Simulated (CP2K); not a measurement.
# SnHCl3 (SMILES [Cl][SnH]([Cl])[Cl]) at PM6

Aim: the vertical singlet–triplet gap of SnHCl3 at PM6, from 2 runs. 

Program for the calculation: CP2K 2026.2.

3 further runs of the same task are left out: 2 that didn't finish, 1 set aside as unsound or not needed.

## (1) The structure to begin with

The species is SnHCl3 (5 atoms), meant as a singlet with charge 0. SMILES: `[Cl][SnH]([Cl])[Cl]`. Geometry: a GFN2-xTB relaxation, a rough one for these elements and not checked as a minimum.

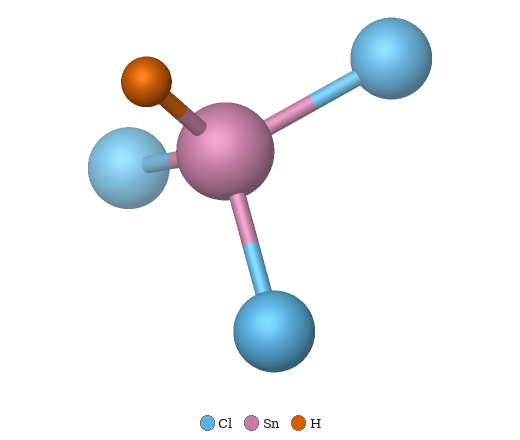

The structure, seen from a chosen angle (chlorine blue, tin pink, hydrogen orange).

## (2) Energy and gradient at PM6

Input file molecule.inp:

```
&GLOBAL
  PROJECT_NAME molecule
  RUN_TYPE ENERGY_FORCE
  PRINT_LEVEL MEDIUM
&END GLOBAL
&FORCE_EVAL
  METHOD QS
  &DFT
    &QS
      METHOD PM6
      EPS_DEFAULT 1.0E-10
      &SE
        &COULOMB
          CUTOFF [angstrom] 50
          RC_RANGE [angstrom] 0
        &END COULOMB
        &EXCHANGE
          CUTOFF [angstrom] 50
          RC_RANGE [angstrom] 0
        &END EXCHANGE
      &END SE
    &END QS
    # no periodic images
    &POISSON
      PERIODIC NONE
      POISSON_SOLVER ANALYTIC
    &END POISSON
    # self-consistent field
    &SCF
      SCF_GUESS ATOMIC
      EPS_SCF 1.0E-06
      MAX_SCF 40
      &OT
        MINIMIZER DIIS
        PRECONDITIONER FULL_ALL
      &END OT
      &OUTER_SCF
        EPS_SCF 1.0E-06
        MAX_SCF 10
      &END OUTER_SCF
    &END SCF
    # extra output
    &PRINT
      &MOMENTS
        PERIODIC F
        REFERENCE COM
        MAX_MOMENT 1
      &END MOMENTS
      &MO_CUBES
        NLUMO 5
        NHOMO -1
        WRITE_CUBE F
      &END MO_CUBES
      &HIRSHFELD OFF
      &END HIRSHFELD
    &END PRINT
  &END DFT
  # structure
  &SUBSYS
    # vacuum box
    &CELL
      ABC 13.2 13.3 13.2
      PERIODIC NONE
    &END CELL
    &COORD
      Cl     0.321820    -0.941080     2.010540
      Sn     0.149460    -0.009450    -0.087870
      Cl    -0.551250     2.164240     0.211150
      Cl    -1.565770    -1.111570    -1.159050
      H      1.645740    -0.102140    -0.974770
    &END COORD
    &TOPOLOGY
      &CENTER_COORDINATES
      &END CENTER_COORDINATES
    &END TOPOLOGY
  &END SUBSYS
  # extra output
  &PRINT
    &FORCES ON
    &END FORCES
  &END PRINT
&END FORCE_EVAL
```

The run is started by

```sh
$ OMP_NUM_THREADS=1 cp2k.psmp -i molecule.inp -o molecule.out
```

Output:

```text
CP2K| version string:                                       CP2K version 2026.2
[...]
 GLOBAL| Method name                                                        CP2K
[...]
 GLOBAL| Run type                                                   ENERGY_FORCE
[...]
                             - Atoms:                                          5
[...]
                             - Spherical basis functions:                     32
[...]
 Number of electrons:                                                         26
[...]
     1 OT DIIS     0.15E+00    0.0     0.28519185       -28.6063932145 -2.86E+01
[...]
     5 OT DIIS     0.15E+00    0.0     0.00000023       -31.3728964386 -1.90E-10
  *** SCF run converged in     5 steps ***
  Core-core repulsion energy [eV]:                           1104.07486352708156
  Core Hamiltonian energy [eV]:                             -1360.65498747030870
  Two-electron integral energy [eV]:                        -1194.23960748041213
  Electronic energy [eV]:                                   -1957.77479121051510
  Total energy [eV]:                                         -853.69992768343332
  Atomic reference energy [eV]:                               850.47611980499187
  Heat of formation [kcal/mol]:                               -74.34278167181603
[...]
 SE_DIPOLE| Moment [Debye]         -3.13679521       0.19835428       1.84877344
 SE_DIPOLE| Derivative [a.u.]       0.00000000       0.00000000       0.00000000
 *** WARNING in qs_scf_post_se.F:140 :: Printing of MO cube files not ***
 *** implemented for Semi-Empirical method.                           ***
 ENERGY| Total FORCE_EVAL ( QS ) energy [hartree]            -31.372896438630100
 FORCES| Atomic forces [hartree/bohr]
 FORCES|   Atom     x               y               z               |f|
 FORCES|      1  3.15100376E-04 -2.85164825E-03  6.60125920E-03   7.19776417E-03
 FORCES|      2  2.66743200E-02 -1.52120882E-03 -1.59980700E-02   3.11411572E-02
 FORCES|      3 -2.29692434E-03  6.49091727E-03  1.03383541E-03   6.96251995E-03
 FORCES|      4 -5.38616340E-03 -3.31567284E-03 -3.09511116E-03   7.04160178E-03
 FORCES|      5 -1.93063327E-02  1.19761264E-03  1.14580866E-02   2.24823599E-02
 FORCES| Sum     1.66533454E-16 -1.01654796E-15 -5.55111512E-17
 FORCES| Total atomic force                                       1.03159325E-15
[...]
```

Run time: 1.5 s. Hardware: 1 thread of AMD EPYC 7R43 (Zen 3), shared host; peak memory 0.18 GiB.

## (3) The triplet at the same level

Input file mol.inp:

```
&GLOBAL
 PROJECT mol
 RUN_TYPE ENERGY_FORCE
 PRINT_LEVEL MEDIUM
&END GLOBAL
&FORCE_EVAL
 METHOD QS
 &DFT
  MULTIPLICITY 3
  LSD T
  &QS
   METHOD PM6
   EPS_DEFAULT 1.0E-10
   &SE
    &COULOMB
     CUTOFF [angstrom] 50
     RC_RANGE [angstrom] 0
    &END COULOMB
    &EXCHANGE
     CUTOFF [angstrom] 50
     RC_RANGE [angstrom] 0
    &END EXCHANGE
   &END SE
  &END QS
  &POISSON
   PERIODIC NONE
   POISSON_SOLVER ANALYTIC
  &END POISSON
  &SCF
   SCF_GUESS ATOMIC
   EPS_SCF 1.0E-06
   MAX_SCF 150
   ADDED_MOS 4
   &DIAGONALIZATION
    ALGORITHM STANDARD
   &END DIAGONALIZATION
   &MIXING
    METHOD DIRECT_P_MIXING
    ALPHA 0.4
   &END MIXING
  &END SCF
  &PRINT
   &MOMENTS
    PERIODIC F
    REFERENCE COM
    MAX_MOMENT 1
   &END MOMENTS
   &MO ON
    ENERGIES T
    OCCUPATION_NUMBERS T
    NDIGITS 6
    &EACH
     QS_SCF 0
    &END EACH
    ADD_LAST NUMERIC
   &END MO
   &HIRSHFELD OFF
   &END HIRSHFELD
  &END PRINT
 &END DFT
 &SUBSYS
  &CELL
   ABC 13.2 13.3 13.2
   PERIODIC NONE
  &END CELL
  &COORD
   Cl     0.321820    -0.941080     2.010540
   Sn     0.149460    -0.009450    -0.087870
   Cl    -0.551250     2.164240     0.211150
   Cl    -1.565770    -1.111570    -1.159050
   H      1.645740    -0.102140    -0.974770
  &END COORD
  &TOPOLOGY
   &CENTER_COORDINATES
   &END CENTER_COORDINATES
  &END TOPOLOGY
 &END SUBSYS
 &PRINT
  &FORCES ON
  &END FORCES
 &END PRINT
&END FORCE_EVAL
```

The run is started by

```sh
$ OMP_NUM_THREADS=1 cp2k.psmp -i mol.inp > mol.out 2>&1
```

Output:

```text
CP2K| version string:                                       CP2K version 2026.2
[...]
 GLOBAL| Method name                                                        CP2K
[...]
 GLOBAL| Run type                                                   ENERGY_FORCE
[...]
                             - Atoms:                                          5
[...]
                             - Spherical basis functions:                     32
[...]
 Number of electrons:                                                         14
[...]
     1 P_Mix/Diag. 0.40E+00    0.0     0.48354756       -29.0663846019 -2.91E+01
[...]
    30 DIIS/Diag.  0.14E-06    0.0     0.00000036       -31.2248778905 -1.65E-12
  *** SCF run converged in    30 steps ***
  Core-core repulsion energy [eV]:                           1104.07486352708156
  Core Hamiltonian energy [eV]:                             -1350.02529578865938
  Two-electron integral energy [eV]:                        -1207.44341178433592
  Electronic energy [eV]:                                   -1953.74700168082722
  Total energy [eV]:                                         -849.67213815374578
  Atomic reference energy [eV]:                               850.47611980499187
  Heat of formation [kcal/mol]:                                18.54025879347189
[...]
 SE_DIPOLE| Moment [Debye]         -3.16040907       0.19629589       1.87023772
 SE_DIPOLE| Derivative [a.u.]       0.00000000       0.00000000       0.00000000
 ENERGY| Total FORCE_EVAL ( QS ) energy [hartree]            -31.224877890546747
 FORCES| Atomic forces [hartree/bohr]
 FORCES|   Atom     x               y               z               |f|
 FORCES|      1  8.86477060E-03 -9.08099293E-03  1.51367508E-02   1.97527167E-02
 FORCES|      2 -3.89337898E-02  2.51629613E-03  2.29429439E-02   4.52609148E-02
 FORCES|      3  8.45030379E-04  1.94978391E-02 -1.55268370E-03   1.95778097E-02
 FORCES|      4 -8.50368778E-03 -1.05969957E-02 -1.41555262E-02   1.96211097E-02
 FORCES|      5  3.77276766E-02 -2.33614660E-03 -2.23714848E-02   4.39240082E-02
 FORCES| Sum    -5.55111512E-17  5.13478149E-16  1.94289029E-16
 FORCES| Total atomic force                                       5.51805694E-16
[...]
```

Wall time 1.1 s (1 thread of AMD EPYC 7R43 (Zen 3), shared host); peak memory 0.18 GiB.

## (4) Results

Level: PM6.

```
                                          quantity           value
                             singlet: total energy    -31.37290 Eh
                            singlet: dipole moment          3.65 D
singlet: heat of formation at this unrelaxed shape  -74.3 kcal/mol
                 singlet: largest force on an atom      1.601 eV/Å
                             triplet: total energy    -31.22488 Eh
                            triplet: dipole moment          3.68 D
       triplet: HOMO energy (highest over α and β)        -7.61 eV
        triplet: LUMO energy (lowest over α and β)        -5.89 eV
triplet: heat of formation at this unrelaxed shape   18.5 kcal/mol
                 triplet: largest force on an atom      2.327 eV/Å
  vertical energy of the triplet above the singlet        4.028 eV
```

In words: At this shape the triplet lies 4.03 eV (93 kcal/mol) above the singlet. The largest force (singlet) is 1.60 eV/Å: the shape isn't a stationary point for this species at this level.
